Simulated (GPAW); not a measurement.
The Zr L₃ edge of atom 1 in ZrS (Fm-3m), with 6 S at 2.62 Å (octahedral, site symmetry m-3m), was computed in 2 ways: excited-electron core hole (neutral cell) and no core hole. Program and functional: GPAW, LDA, Gaussian full width 1.57 eV up to 4 eV, rising linearly to 3.5 eV at 25 eV; cells of 2 and 16 atoms (the run without a hole in the smaller).

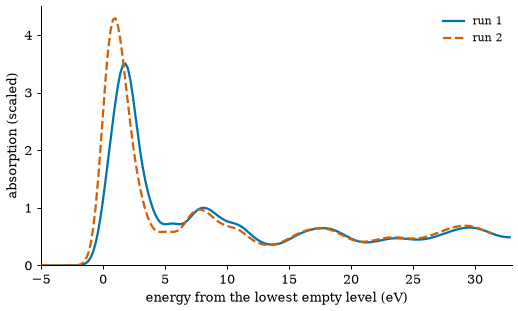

Each run is counted from its own lowest empty level or Fermi level and scaled to a mean of 1 over its first 20 eV.

The database entry behind the starting cell differs from later determinations by our own check (an axis about 1.9 % long against later determinations), so it need not match the best structure at ambient conditions.

Q: Which run is which?

Run 1: no core hole (area from −2 to 6 eV 11.6, main maxima 1.8 eV (3.51), 8.2 eV (1.00), 17.8 eV (0.65) and 29.6 eV (0.66)). Run 2: excited-electron core hole (neutral cell) (area from −2 to 6 eV 13.0, main maxima 1.0 eV (4.29), 7.8 eV (0.97), 17.6 eV (0.64) and 29.2 eV (0.69)). With each curve scaled to its own mean, the area from −2 to 6 eV with the hole is 13.0 against 11.6, and the centre of weight from −1 to 20 eV moves by -0.7 eV (first and strongest maxima below 20 eV: 1.8 eV (3.51), 8.2 eV (1.00) and 17.8 eV (0.65) without the hole, 1.0 eV (4.29), 7.8 eV (0.97) and 17.6 eV (0.64) with it); the shape changes all the same, by 39 % r.m.s.

[Hosts, paths, dates, database ids (printed as entryN), source tags and the programs' standing remarks are cut or masked in the printed files.]

[Lists of maxima count a maximum above −3 eV only where it reaches 4 % of the highest in the window and stands out from its surroundings by 2 % of it (1.5 % where it reaches 55 %); shoulders and weaker maxima are passed over, and of the rest the first, up to two pre-edge ones and the few strongest are named.]
